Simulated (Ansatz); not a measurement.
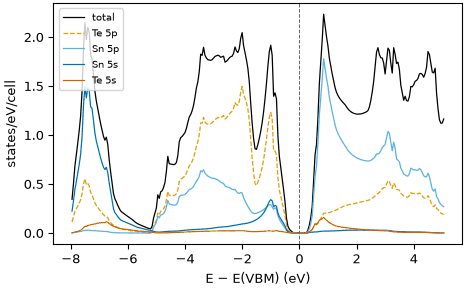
Figure: Total and projected density of states of SnTe (rock salt, space group No. 225), the program Ansatz at the PBE level (PAW)

Question: Which orbitals carry the states next to the gap?

Answer: Top 1 eV of the valence band: Te 5p 59 %, Sn 5s 20 %, Sn 5p 17 %. Bottom 1 eV of the conduction band: Sn 5p 78 %, Te 5p 10 %, Te 5s 8 %. Projections are on Löwdin-orthogonalised atomic valence shells; empty p or d shells of many metals are not among them.

Question: Where is the tallest occupied peak in this window, and what makes it?

Answer: Near -7.5 eV, about 2.1 states/eV per cell; the largest projected share is Sn 5s.

Space group Fm-3m (rock salt). Symmetry was held in the PBE relaxation. At this level the phase is dynamically unstable (imaginary phonons). Scalar-relativistic: spin–orbit coupling is off unless named, which matters more the heavier the elements.

Potentials: the later of the program's two PAW sets.
